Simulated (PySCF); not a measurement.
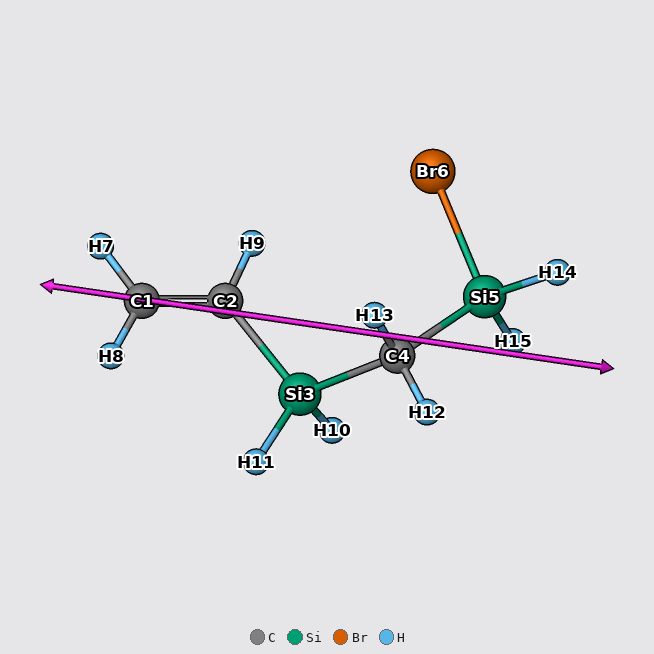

The double arrow shows the direction of the transition dipole to excited singlet state 7 (its length means nothing). The geometry was computed by an optimisation with GFN2-xTB. No frequency run is at hand to confirm it as a minimum. Level of theory: TDDFT B3LYP/def2-SVPD, vertical, gas phase, core orbitals frozen in the response (PySCF 2.14.0).

> How is the transition polarised?

Close to the long direction C1···Si5.

> Where does the transition lie, and how strong is it?

7.04 eV (176 nm), oscillator strength 0.068, mainly HOMO → LUMO+2 (weight 0.55); transition dipole 1.60 D.

The geometry is semi-empirical. Around Br, Si such bond lengths and angles can be off by a tenth of an ångström or more and by several degrees, and values that hang on the shape move with them.
